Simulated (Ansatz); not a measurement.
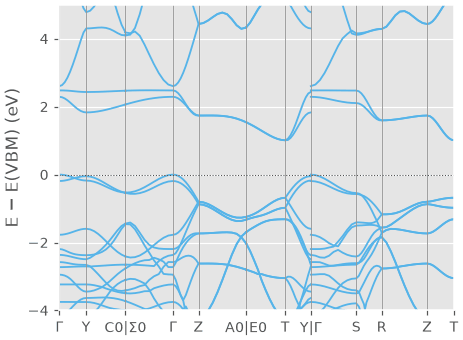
Figure: Band structure from DFT-LDA in the program Ansatz with PAW potentials

The gap is 1.01 eV; an edge lies off the plotted path or next to a special point (maximum at Γ, minimum on the T–Y line, 3 % of the way from T).

The material is NaAuO2 in space group Cmcm (No. 63; Na on 4c, Au on 4c, O on 8f).

The workflow started from a Materials Project entry (that database holds measured and hypothetical structures alike); the Crystallography Open Database copy checked does not list it. Whether it is the stable phase at ambient conditions was not checked. The LDA relaxation kept the symmetry of its start; phonons on a q-mesh show no instability. Scalar-relativistic: spin–orbit coupling is off unless named, which matters more the heavier the elements.

Potentials: the later of the program's two PAW sets.
